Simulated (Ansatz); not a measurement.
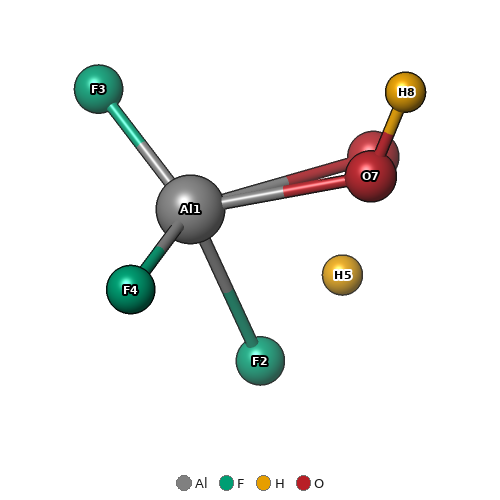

The system is the reacting system AlF3H2O2 (fragments AlF₃H₂O₂ where the first distance is long, AlF₂HO₂ + FH where the second is long); the picture shows the reference structure. The first coordinate is: distance F2–H5 (bond that forms); the second: distance Al1–F2 (bond that breaks). Relaxed at each point: all other coordinates. Grid: 7 × 7 points. Points are written as (first, second). Energies: kJ/mol, counted from the lowest grid point. Energies and slopes of some neighbouring points disagree (a jump in structure or state, or too coarse a mesh). The reference is spin-restricted, so regions where a bond is pulled apart into radicals lie too high. Theory: RKS r2SCAN-D4/def2-SVP (Ansatz 0.2.0).

Its coordinates:

```yaml
atoms:
  - { symbol: Al, position_ang: [-0.7946, 0.1397, -0.2652] }
  - { symbol: F, position_ang: [-0.4873, -1.5263, 0.9921] }
  - { symbol: F, position_ang: [-1.0280, -0.0885, -1.8843] }
  - { symbol: F, position_ang: [-1.9245, 1.0431, 0.5358] }
  - { symbol: H, position_ang: [0.6129, -1.2559, 0.5841] }
  - { symbol: O, position_ang: [1.2883, -0.5257, -0.2120] }
  - { symbol: O, position_ang: [0.8786, 0.7975, 0.3668] }
  - { symbol: H, position_ang: [1.4548, 1.4160, -0.1175] }
```

Range: distance F2–H5 (bond that forms) from 0.819 to 2.019 Å; distance Al1–F2 (bond that breaks) from 1.629 to 3.429 Å.

What landscape does the calculation give?

The lowest grid point is at (1.774 Å, 1.629 Å). It lies on the edge of the grid, but the force there points inwards, so the minimum lies inside the range. The highest grid point, (1.324 Å, 3.429 Å), lies 251 kJ/mol above the lowest.

```csv
"second ↓, first →",0.819,0.947,1.123,1.324,1.542,1.774,2.019
3.429,192,145,195,251,115,114,119
3.062,187,140,189,246,122,120,125
2.713,176,131,178,240,143,138,140
2.386,160,114,155,185,194,211,230
2.085,148,100,118,95,92,101,113
1.821,165,141,67,27,12,13,20
1.629,236,174,83,29,6,0,3
```

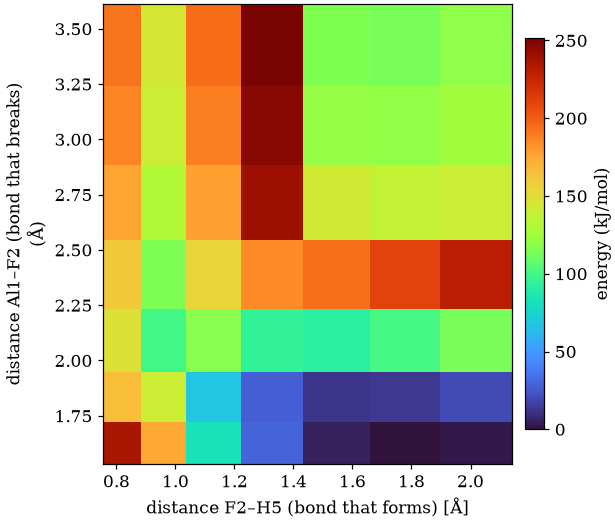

In the figure: one coloured cell a grid point.

Time for the 49 points that were run: 26 min on 1 thread of Arm Neoverse V2, on a shared host.
